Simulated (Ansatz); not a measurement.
# Computed energy against volume: Y (hcp, Mg type)

Y (hcp, Mg type)

```
CELL_PARAMETERS angstrom
      3.65564     0.00000     0.00000
     -1.82782     3.16588     0.00000
      0.00000     0.00000     5.67870
ATOMIC_POSITIONS crystal
  Y  0.33333 0.66667 0.75000
  Y  0.66667 0.33333 0.25000
```

Equation-of-state scan: isotropic scaling of the cell above, V₀ being its volume. Symmetry pins the atoms to their sites.

Level of theory: PBE (plane waves to 420 eV, PAW, scalar-relativistic; Ansatz, a first-principles code). k mesh 15×15×8 (Γ-centred), Fermi-Dirac smearing 0.05 eV. The energy includes the smearing's −TS. Stress and pressure are positive under compression. With the shape held, the modulus is that of even scaling; a crystal free to change shape is softer. Y is run without spin polarisation. Y was relaxed with its symmetry unable to fall. ΔE is measured from the relaxed starting cell.

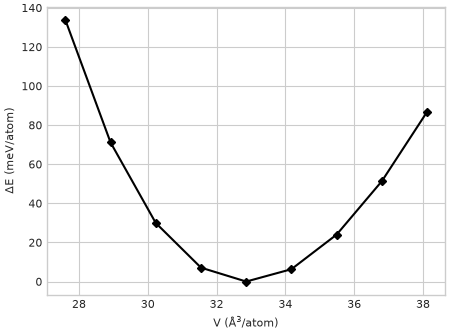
Figure: ΔE (meV/atom) against V (Å³/atom); one marker a computed point.

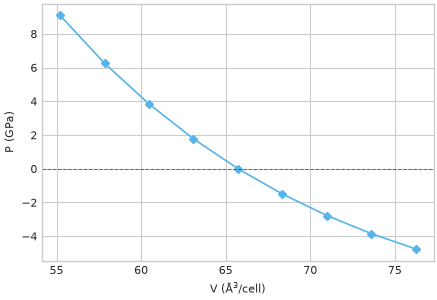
Figure: P (GPa) against V (Å³/cell); markers are the computed points, lines only join them.

The equilibrium volume of the fit is 32.87 Å³/atom, the pressure for 5 % compression (fit) is 2.2 GPa and the energy cost of the largest compression is 134 meV/atom. The bulk modulus at fixed cell shape B₀ (third-order Birch-Murnaghan fit) is 40.6 GPa. The pressure derivative B₀′ (fit) is 3.0.

P = (3B₀/2)(x⁷ − x⁵)[1 + ¾(B₀′ − 4)(x² − 1)] with x = (1/0.95)^(1/3), B₀ = 40.6 GPa and B₀′ = 3.01.

(Under strain, the slope of the energy per volume gives the stress and its curvature an elastic modulus.)
